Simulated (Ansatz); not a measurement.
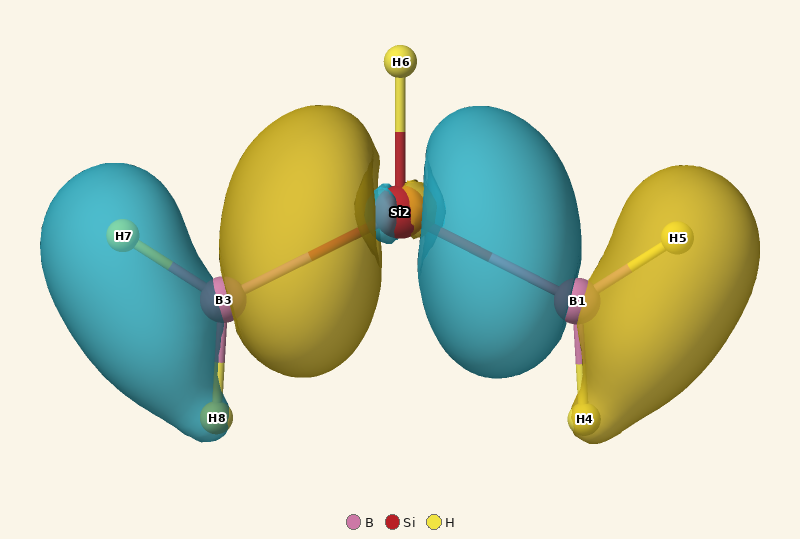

The picture shows: B₂H₅Si (SMILES B[SiH]B) (doublet). The HOMO−1 (α) at ±0.1 Å⁻³ᐟ² (yellow and cyan are the two phases), seen across its widest extent.

Theory: UKS PBE/6-31G (Ansatz).

Input file:

```
crystal:
  periodic: [false, false, false]
  atoms:
    - { symbol: B, position_ang: [-1.11709, 0.80259, -1.08429] }
    - { symbol: Si, position_ang: [0.00515, 0.39109, 0.41602] }
    - { symbol: B, position_ang: [1.09159, -1.15812, 0.73124] }
    - { symbol: H, position_ang: [-1.28681, 0.00633, -1.93324] }
    - { symbol: H, position_ang: [-1.65036, 1.84004, -1.22676] }
    - { symbol: H, position_ang: [0.07108, 1.44134, 1.47052] }
    - { symbol: H, position_ang: [1.84088, -1.2492, 1.63187] }
    - { symbol: H, position_ang: [1.04556, -2.07407, -0.00536] }
magnetization:
  spin_polarized: true
  initial_magnetization: 1
basis:
  gaussian: { orbitals: "6-31G" }
hamiltonian:
  xc: pbe
relax:
  f_tol: 0.02
  max_steps: 40
output:
  orbitals: {}
```

Command:

```sh
ansatz run input.yaml --threads 1 --pin off --max-ram 2048MiB --backend cpu --events-out ev --progress --plain --runs-dir out
```

The fields are those of the run's last geometry, not of the input's.

> Where does this orbital lie, and at what energy?

It lies mainly on Si2 (about 30 %), B1 (about 25 %), B3 (about 25 %), H5 (about 10 %) and H7 (about 10 %); it is symmetric in the molecular plane (an in-plane orbital: σ, lone-pair or in-plane π type). Its energy is −7.09 eV.
